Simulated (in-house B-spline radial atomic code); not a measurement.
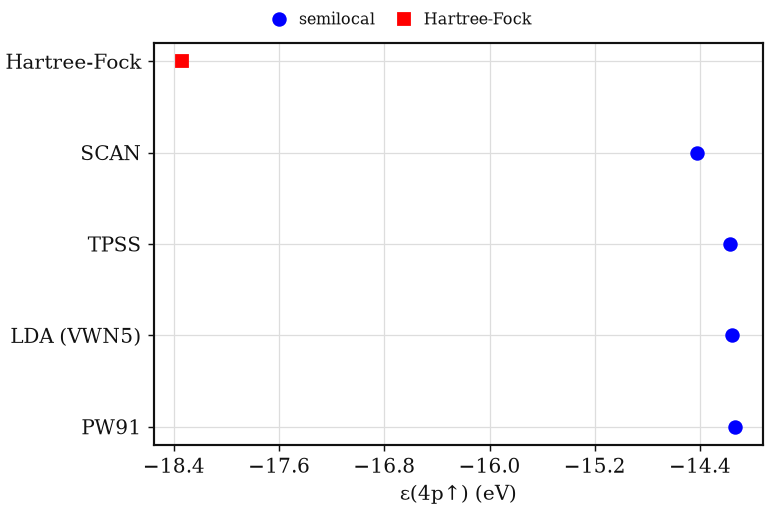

The arsenic ion As⁺ in the configuration [Ar] 3d10 4s2 4p2 (high spin). All runs are scalar-relativistic, spin-polarised and spherical, computed with an in-house B-spline radial code (spin-free X2C). Hartree-Fock is the average over the configuration. The plot shows the eigenvalue (eV) of the 4p up orbital by 5 methods.

**How much do the methods differ, and in which order?**

The deepest is Hartree-Fock (−18.3) and the shallowest PW91 (−14.1), a spread of 4.21 eV. In order (eV): Hartree-Fock (−18.3), SCAN (−14.4), TPSS (−14.2), LDA (VWN5) (−14.2), PW91 (−14.1). On the whole, exact exchange removes self-interaction and deepens occupied levels. The measured ionisation energy (NIST) is 18.6 eV, and minus the eigenvalue comes closest to it for Hartree-Fock.
